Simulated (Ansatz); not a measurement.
The calculation's input:

```
crystal:
  periodic: [false, false, false]
  atoms:
    - {symbol: B, position_ang: [-0.503868, -0.437578, -0.773634]}
    - {symbol: Cl, position_ang: [1.017357, -0.116215, -1.573021]}
    - {symbol: H, position_ang: [-0.651073, -1.503717, -0.268063]}
    - {symbol: H, position_ang: [-1.363929, 0.378077, -0.868125]}
    - {symbol: H, position_ang: [1.396043, 1.004866, 1.493242]}
    - {symbol: Br, position_ang: [0.105369, 0.674466, 1.989699]}
basis:
  gaussian: {orbitals: def2-TZVPP}
hamiltonian: {xc: pbe0, dispersion: d4}
output: {orbitals: {seedname: orbitals}}
```

Launched as:

```sh
ansatz run in.yaml --threads 2 --pin off --events-out ev --progress --plain --max-ram 4352MiB
```

The reactant side of a reaction path; geometry: PBE0-D4/def2-TZVP.

The calculation used RKS PBE0-D4/def2-TZVPP (Ansatz 0.2.0).

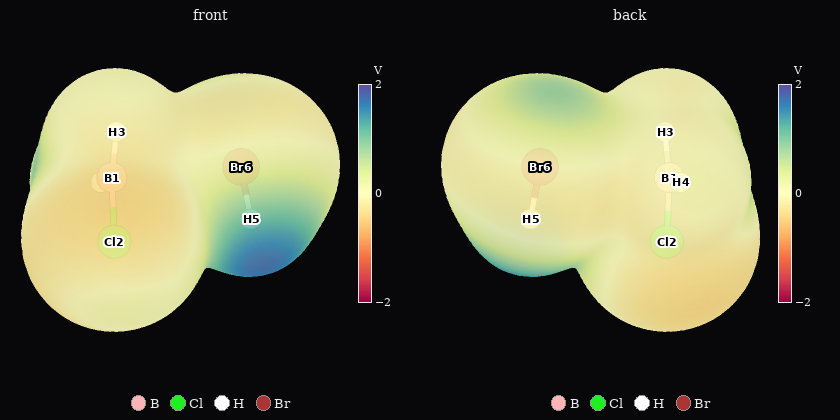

BClH$_{2}$···HBr. The molecular electrostatic potential painted on the density surface at 0.001 e/bohr³, seen from the front and from behind; red is negative and blue positive.

Describe the electrostatic potential map.

The most negative region (about −0.4 V, or −9 kcal/mol for a unit charge) lies over Cl2, the most positive (about +1.7 V, or +39 kcal/mol for a unit charge) over H5. Br6 shows a σ-hole: about +0.9 V, or +21 kcal/mol for a unit charge at the tip opposite its bond, against about −0.1 V on its flanks.
